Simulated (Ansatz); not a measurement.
**B3LYP/6-31G(d) (spherical functions) run of SiH4O (silanol)**

What is the electronic atomisation energy of SiH4O (silanol) at B3LYP/6-31G* (spherical functions)? 

The calculation is run with Ansatz 0.2.0.

47 further runs of the same task are left out: 47 set aside as unsound or not needed.

### Step 1. The structure to begin with

SiH4O: 6 atoms, total charge 0, spin state singlet. As SMILES, `O[SiH3]`. The coordinates come from a PBE0-D4/def2-TZVP relaxation.

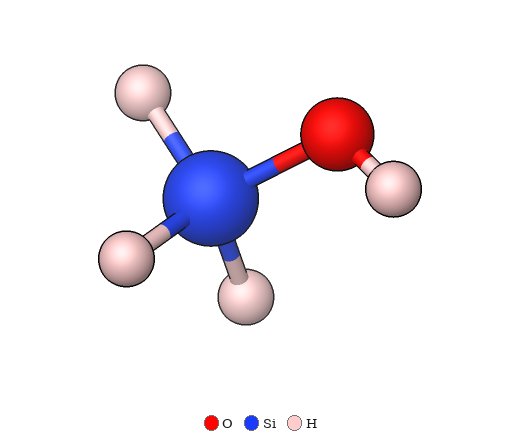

Viewed from a chosen angle; oxygen red, silicon blue, hydrogen pink.

### Step 2. A single-point energy at B3LYP/6-31G(d) (spherical functions)

Contents of molecule.yaml:

```yaml
crystal:
  periodic: [false, false, false]
  atoms:
    - {symbol: O, position_ang: [0.636700, -1.030300, 0.419000]}
    - {symbol: Si, position_ang: [-0.035700, 0.346500, -0.187000]}
    - {symbol: H, position_ang: [0.069100, -1.629200, 0.904700]}
    - {symbol: H, position_ang: [-1.128300, 0.045700, -1.152800]}
    - {symbol: H, position_ang: [1.060500, 1.064900, -0.875600]}
    - {symbol: H, position_ang: [-0.602300, 1.202400, 0.891700]}
basis:
  gaussian:
    orbitals: 6-31G_st_-spherical.json
magnetization:
  spin_polarized: false
hamiltonian:
  xc: {name: B3LYP}
accuracy: high
output: {orbitals: {seedname: orbitals}}
```

The basis set 6-31G* is read from a file made from the Basis Set Exchange's data (not shown).

On the command line:

```bash
$ ansatz run molecule.yaml --threads 1 --pin off --max-ram 3480MiB --events-out events.jsonl --progress --plain --runs-dir runs
```

Standard output:

```text
Warning: RAYON_NUM_THREADS=1 ignored (pool sized by the plan → 1); use --threads N
Functional definition: B3LYP
  name "B3LYP"
  parameter a0 = 0.2
  parameter ax = 0.72
  parameter ac = 0.81
  exchange = (1 - a0 - ax)*slater_x + ax*b88_x + a0*exact_x
  correlation = (1 - ac)*vwn_rpa_c + ac*lyp_c
859 factors; integrals over basis functions are off by at most 3.1e-9 eV
mean field evaluation 1: about -9986.3844 eV, gradient 4.8e1 eV
mean field evaluation 2: about -9977.6863 eV, gradient 8.3e1 eV
mean field evaluation 4: about -9990.3737 eV, gradient 9.2e-1 eV
mean field evaluation 8: about -9990.3734 eV, gradient 4.6e-3 eV
mean field evaluation 16: about -9990.3734 eV, gradient 1.1e-8 eV
mean field -9990.37344074 eV, -367.1394522288 hartree, gradient 1.1e-8 eV, S^2 0.000000; 0 other end points of the search recorded, 0 dependent functions left out
reference -9990.37347527 eV, -367.1394534978 hartree; 13, 13 occupied and 27, 27 virtual orbitals, 859 factors
Total energy: -9990.37347527 eV, -367.1394534978 hartree
```

It took 1.9 s on 1 thread of Arm Neoverse V1, shared host; peak memory 0.11 GiB.

### Step 3. The H atom at the same level

Contents of input.yaml:

```yaml
crystal:
  periodic: [false, false, false]
  atoms:
    - {symbol: H, position_ang: [0.000000, 0.000000, 0.000000]}
basis:
  gaussian: {orbitals: "6-31G*"}
magnetization: {spin_polarized: true, initial_magnetization: 1}
hamiltonian: {xc: {name: B3LYP}}
accuracy: high
```

Run the same way, it converges to -0.50027 Eh (log not shown).

### Step 4. The O atom, same level

Contents of in.yaml:

```yaml
crystal:
  periodic: [false, false, false]
  atoms:
    - symbol: O
      position_ang: [0.000000, 0.000000, 0.000000]
basis:
  gaussian:
    orbitals: 6-31G_st_-spherical.json
total_charge: 0
magnetization:
  spin_polarized: true
  initial_magnetization: 2
hamiltonian:
  xc: {name: B3LYP}
accuracy: high
```

The basis set 6-31G* is read from a file made from the Basis Set Exchange's data (not shown).

On the command line:

```bash
$ ansatz run in.yaml --threads 1 --pin off --max-ram 3480MiB --events-out events.jsonl --progress --plain --runs-dir runs
```

Standard output:

```text
Warning: RAYON_NUM_THREADS=1 ignored (pool sized by the plan → 1); use --threads N
Functional definition: B3LYP
  name "B3LYP"
  parameter a0 = 0.2
  parameter ax = 0.72
  parameter ac = 0.81
  exchange = (1 - a0 - ax)*slater_x + ax*b88_x + a0*exact_x
  correlation = (1 - ac)*vwn_rpa_c + ac*lyp_c
96 factors; integrals over basis functions are off by at most 1.3e-9 eV
mean field evaluation 1: about -2042.3583 eV, gradient 5.4e0 eV
mean field evaluation 2: about -2042.4299 eV, gradient 3.3e0 eV
mean field evaluation 4: about -2042.4706 eV, gradient 1.8e-2 eV
mean field evaluation 8: about -2042.4704 eV, gradient 1.5e-4 eV
mean field -2042.47041935 eV, -75.0594034748 hartree, gradient 7.8e-10 eV, S^2 2.002219; 0 other end points of the search recorded, 0 dependent functions left out
reference -2042.47043006 eV, -75.0594038687 hartree; 5, 3 occupied and 9, 11 virtual orbitals, 96 factors
Total energy: -2042.47043006 eV, -75.0594038687 hartree
```

Wall time 0.32 s (1 thread of Arm Neoverse V1, shared host).

### Step 5. The Si atom, same level

Contents of input.yaml:

```yaml
crystal:
  periodic: [false, false, false]
  atoms:
    - {symbol: Si, position_ang: [0.000000, 0.000000, 0.000000]}
basis:
  gaussian:
    orbitals: 6-31G_st_-spherical.json
hamiltonian:
  xc: {name: B3LYP}
accuracy: high
magnetization:
  spin_polarized: true
  initial_magnetization: 2
```

The basis set 6-31G* is read from a file made from the Basis Set Exchange's data (not shown).

On the command line:

```bash
$ ansatz run input.yaml --threads 1 --pin off --max-ram 3480MiB --events-out events.jsonl --progress --plain --runs-dir runs
```

Standard output:

```text
Warning: RAYON_NUM_THREADS=1 ignored (pool sized by the plan → 1); use --threads N
Functional definition: B3LYP
  name "B3LYP"
  parameter a0 = 0.2
  parameter ax = 0.72
  parameter ac = 0.81
  exchange = (1 - a0 - ax)*slater_x + ax*b88_x + a0*exact_x
  correlation = (1 - ac)*vwn_rpa_c + ac*lyp_c
141 factors; integrals over basis functions are off by at most 2.6e-9 eV
mean field evaluation 1: about -7874.0967 eV, gradient 2.2e0 eV
mean field evaluation 2: about -7874.1484 eV, gradient 6.3e-1 eV
mean field evaluation 4: about -7874.1531 eV, gradient 1.2e-1 eV
mean field evaluation 8: about -7874.1532 eV, gradient 7.3e-5 eV
mean field evaluation 16: about -7874.1532 eV, gradient 4.4e-2 eV
mean field -7874.15323606 eV, -289.3697941324 hartree, gradient 3.7e-8 eV, S^2 2.001919; 1 other end points of the search recorded, 0 dependent functions left out
reference -7874.15325710 eV, -289.3697949057 hartree; 8, 6 occupied and 10, 12 virtual orbitals, 141 factors
Total energy: -7874.15325710 eV, -289.3697949057 hartree
```

Wall time 1.1 s (1 thread of Arm Neoverse V1, shared host).

### Step 6. Outcome

At B3LYP/6-31G* (spherical functions):

| quantity | value |
| --- | --- |
| molecule: total energy | -367.13945 Eh |
| molecule: HOMO energy | -8.21 eV |
| molecule: LUMO energy | 0.29 eV |
| molecule: HOMO–LUMO gap | 8.50 eV |
| H atom: total energy | -0.50027 Eh |
| H atom: ⟨S²⟩ | 0.750 |
| O atom: total energy | -75.05940 Eh |
| O atom: ⟨S²⟩ | 2.002 |
| Si atom: total energy | -289.36979 Eh |
| Si atom: ⟨S²⟩ | 2.002 |
| electronic atomisation energy | 19.297 eV |

What this shows: Taking the molecule apart into free atoms costs 19.30 eV (1862 kJ/mol), before zero-point energy and without spin-orbit coupling.
